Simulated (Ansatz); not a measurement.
# BOF (singlet): from a generated start to a stationary point

Where does this start of BOF (singlet) end when it is relaxed?

Method: RKS PBE0/def2-SVP; program: Ansatz 0.2.0, Gaussian basis.

### 1 Where the work starts

3 atoms, charge 0, spin multiplicity 1.

Atoms are counted from 1 here; the program's logs count them from 0.

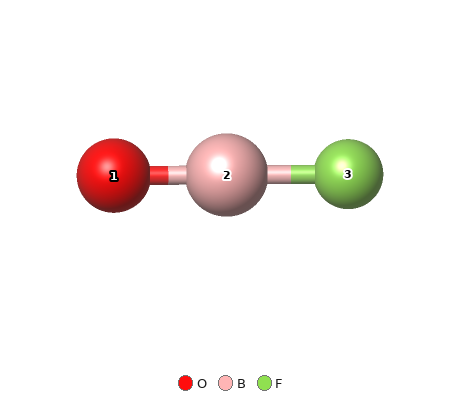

Start geometry, drawn with oxygen red, boron pink, fluorine green; atoms are numbered from 1 in the order of the file.

Geometry (Å):

```xyz
3
charge 0, multiplicity 1
O     0.9733   -0.5591    0.4752
B     0.0248   -0.0150    0.0120
F    -0.9981    0.5741   -0.4872
```

The start is a generated structure. Sticks and bond lists go by distance. 

### 2 Relaxation

The input, in.yaml:

```yaml
crystal:
  periodic: [false, false, false]
  atoms:
    - {symbol: O, position_ang: [0.973330, -0.559120, 0.475190]}
    - {symbol: B, position_ang: [0.024790, -0.014970, 0.012020]}
    - {symbol: F, position_ang: [-0.998120, 0.574100, -0.487210]}
basis:
  gaussian: {orbitals: def2-SVP}
hamiltonian: {xc: pbe0}
relax: {f_tol: 0.01, max_steps: 150}
```

Command:

```bash
$ ansatz run in.yaml --threads 1 --pin off --events-out ev --progress --plain --max-ram 16896MiB --backend cuda --devices 0, --max-vram 18GiB
```

**Question.** What will these runs give? Wanted: energy gained; shift from the start; total energy; dipole moment.

**Answer**, as computed:

```
                  quantity          value
                     steps              3
             energy gained       0.015 eV
shift from the start (rms)        0.009 Å
              total energy  -5432.4349 eV
             dipole moment         1.97 D
```

In words: The bonds of the start are those of the end. O1–B2 went from 1.188 to 1.205 Å. No vibrations were run, so this is a stationary point, not a proven minimum, and this spin need not be the ground state's.
